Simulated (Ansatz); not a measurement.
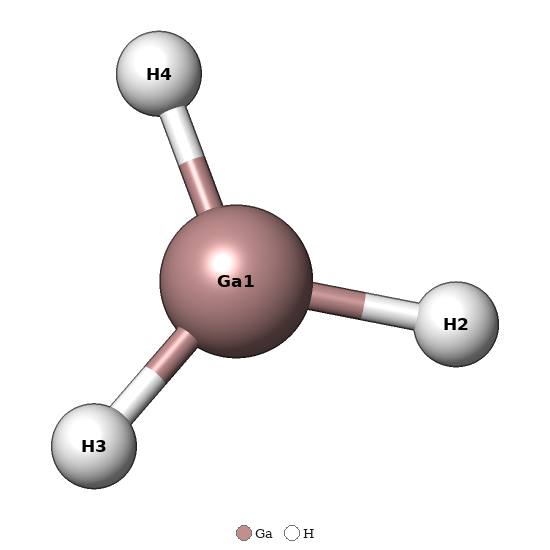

Numbered structure. The geometry was computed by an optimisation with PBE0-D4/def2-TZVP.

What are the angles H2–Ga1–H3?

```tsv
angle	degrees
H2–Ga1–H3	120.0
```
